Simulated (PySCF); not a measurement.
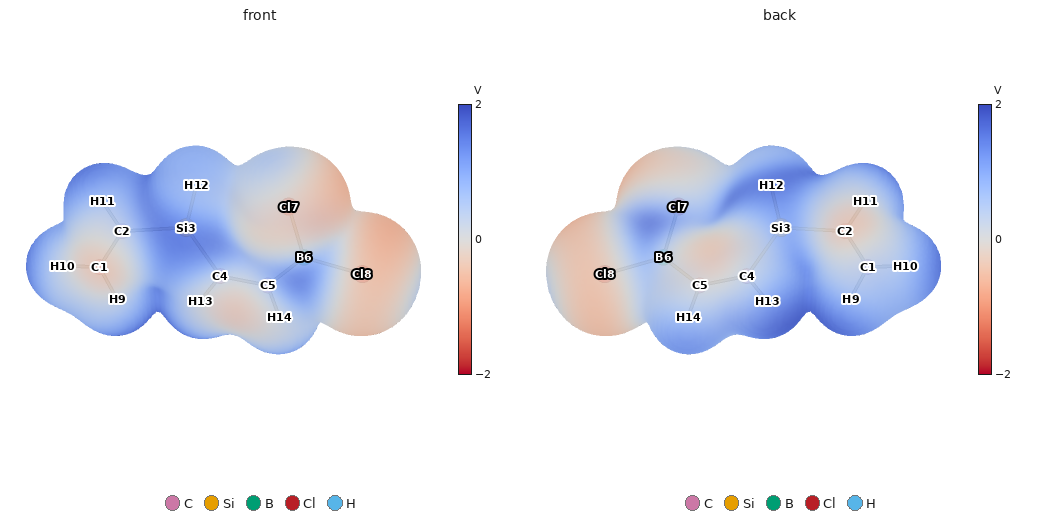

The picture shows: C4H6BCl2Si (doublet). The molecular electrostatic potential painted on the density surface at 0.004 e/bohr³, seen from the front and from behind; red is negative and blue positive.

Geometry: GFN2-xTB.

Computed with UKS B3LYP, pcH-1 on B C Cl H Si, non-relativistic, mean-field spin-orbit, GIAO in PySCF.

```xyz
14

C     2.9140   -0.4929    0.2163
C     2.1854    0.4987    0.7247
Si    0.3498    0.7761    0.5101
C    -0.5257   -0.5807   -0.3232
C    -1.8561   -0.7073   -0.6712
B    -2.9558    0.2997   -0.4738
Cl   -2.6344    1.8529    0.2629
Cl   -4.5948   -0.0163   -0.9743
H     2.4841   -1.2647   -0.3996
H     3.9747   -0.5754    0.3952
H     2.7034    1.2366    1.3287
H    -0.0332    2.0434    1.0989
H     0.1111   -1.4272   -0.5673
H    -2.1231   -1.6434   -1.1497
```

Q: Where is the surface potential most negative and most positive?

A: The most negative region (about −0.6 V) lies over Cl7 and Cl8, the most positive (about +1.7 V) over H9 and H13. Cl7 shows a σ-hole: about +0.5 V at the tip opposite its bond, against about 0.0 V on its flanks. Cl8 shows a σ-hole: about +0.3 V at the tip opposite its bond, against about −0.4 V on its flanks.
